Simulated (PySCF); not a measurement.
**C6H10ClFSi: density, localisation and related maps**

```xyz
19

F    -0.7889    1.0958   -1.7538
C    -1.1609    0.6981   -0.4765
C    -0.4093    1.5553    0.5351
Si    1.4650    1.2812    0.3169
C     1.6110   -0.6139    0.1910
C     0.5370   -1.1822   -0.7458
C    -0.8290   -0.7578   -0.2932
C    -1.6506   -1.6100    0.3029
Cl   -3.2075   -1.1878    0.9129
H    -2.2446    0.8609   -0.4249
H    -0.6864    2.5982    0.3859
H    -0.7413    1.2693    1.5324
H     2.1852    1.7903    1.4874
H     1.9325    1.9213   -0.9143
H     2.5924   -0.9147   -0.1739
H     1.4904   -1.0677    1.1764
H     0.5947   -2.2725   -0.7711
H     0.7039   -0.8066   -1.7570
H    -1.4033   -2.6479    0.4621
```

Geometry: GFN2-xTB.

Computed with PBE0/pcSseg-1, SCF density, gas phase, non-relativistic (PySCF 2.14.0).

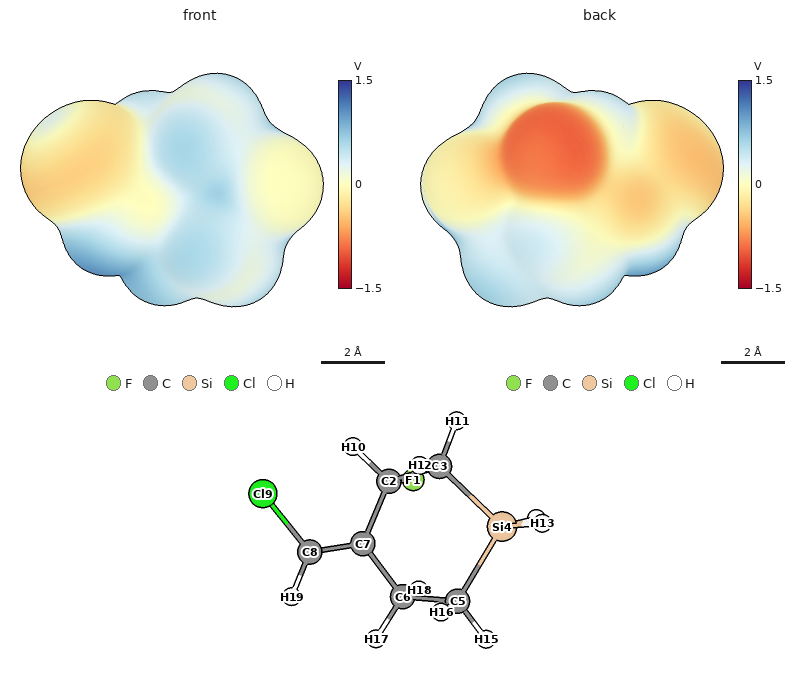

Figure 1. The molecular electrostatic potential painted on the density surface at 0.001 e/bohr³, seen from the front and from behind; red is negative and blue positive. The bare structure is drawn below in the same view.

Which sites attract a positive test charge, and which a negative one?

A positive charge is drawn to the negative regions and a negative charge to the positive ones. The most negative region (about −0.9 V) lies over F1, the most positive (about +1.0 V) over H19. Cl9 shows a σ-hole: about +0.2 V at the tip opposite its bond, against about −0.3 V on its flanks.

What dipole moment does the calculation give?

Its dipole moment is 1.77 D.

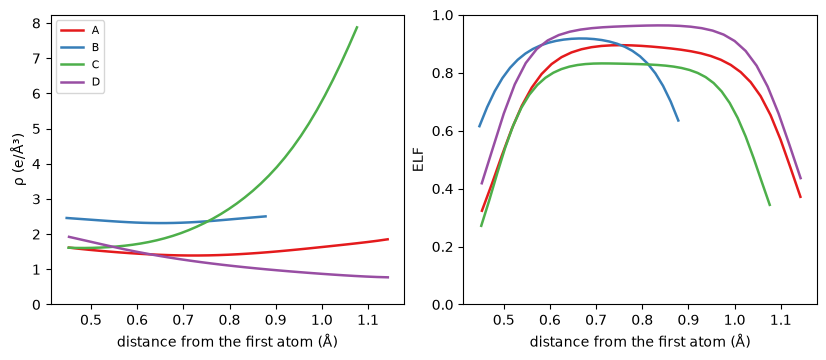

Figure 2. Electron density and ELF along straight lines between neighbouring atoms. The curves leave out the atomic cores.

Which curve belongs to which contact (C–C, C–Cl, C–F and C–Si)? The first atom named is at distance zero.

Curve A: C–Cl (1.72 Å): the density is about 1.5 e/Å³ at the midpoint; the ELF peaks at about 0.90 between the atoms, as expected for a shared electron pair. Curve B: C–C (1.33 Å): the density is about 2.3 e/Å³ at the midpoint; the ELF peaks at about 0.90 between the atoms; a short, multiple covalent bond. Curve C: C–F (1.39 Å): the density is about 2 e/Å³ at the midpoint, with its minimum of 1.6 e/Å³ about 0.5 Å from C; the ELF peaks at about 0.85 between the atoms (a polar covalent bond). Curve D: C–Si (1.90 Å): ρ at the midpoint is about 0.92 e/Å³; the ELF peaks at about 0.95 between the atoms, as expected for localised, covalent bonding.
